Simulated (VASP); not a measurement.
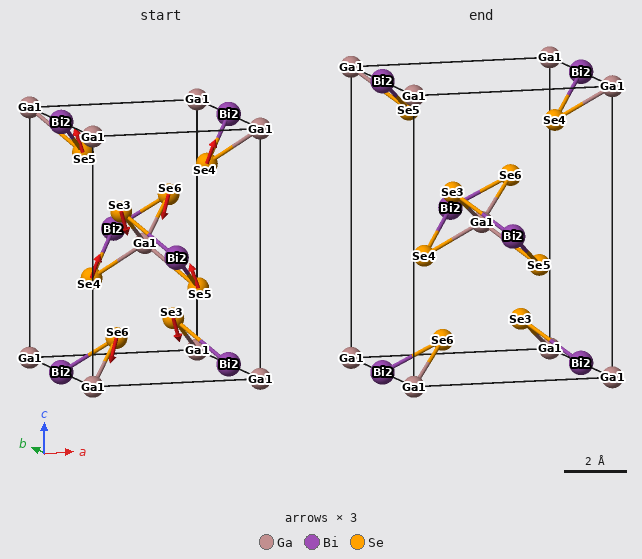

The structure of solid GaBiSe₄ (a generated structure, set up in I222) before (left) and after (right) a relaxation, at one scale. The red arrows give the displacements (the part carried along by the change of the cell is left out), 3 times their true length.

The picture is a ball-and-stick view of the conventional cell (2 times the calculation's cell), seen slightly off an axis. Lengths and directions refer to the drawn axes.

The run lets cell and atoms move.

Method: Kohn-Sham DFT of a periodic cell, PBE, VASP PAW PBE potentials, recommended in VASP 6.6.1.

Input file:
```
ALGO     = Fast           # electronic algorithm
EDIFF    = 1E-4           # SCF threshold, eV
EDIFFG   = -0.08          # ionic threshold
ENCUT    = 520            # plane-wave cutoff, eV
GGA      = PE             # functional
IBRION   = 2              # ionic algorithm
ISIF     = 3              # what is computed and relaxed
ISMEAR   = 0              # smearing method
LASPH    = T              # aspherical terms in the spheres
LCHARG   = F              # write CHGCAR
LREAL    = F              # projectors in reciprocal space
LWAVE    = F              # write WAVECAR
NELM     = 60             # most SCF steps
NSW      = 24             # ionic steps
PREC     = Normal         # precision mode
SIGMA    = 0.15           # smearing width, eV
```

Run as
```bash
cat potpaw_PBE.64/Ga_d/POTCAR potpaw_PBE.64/Bi_d/POTCAR potpaw_PBE.64/Se/POTCAR > POTCAR
mpirun -np 1 vasp_std > vasp.out
```

Describe what moved and what it gained.

The largest moves relative to the cell, 0.29 Å, are those of Se3, Se4, Se5 and Se6. Se3 goes roughly along [1 1 −3]. Bi and Ga stay in place. Cell: a 5.700 → 6.760 Å (+18.6 %), b 6.700 → 6.637 Å (−0.9 %), c 8.200 → 9.540 Å (+16.3 %). Volume +36.7 %. Near-neighbour distances that change, for instance: Se3–Se4 3.216 → 4.075 Å, Bi2–Se3 2.568 → 2.640 Å, Ga1–Se3 2.433 → 2.459 Å. Among the angles between lasting bonds that change: Se3–Ga1–Se4 114.8° → 106.6°, Se3–Bi2–Se4 118.6° → 112.4°, Se3–Bi2–Se6 118.5° → 123.2°. The space group stays I222 (No. 23). After 15 geometry steps the energy has fallen by 1.015 eV per cell of the calculation. Largest force component: 0.99 eV/Å at the start, 0.043 eV/Å at the end. The pressure goes from 9.05 to 0.06 GPa. The volume changes by over a tenth within one run on a fixed set of plane waves, so the end point should be relaxed again from the new cell.
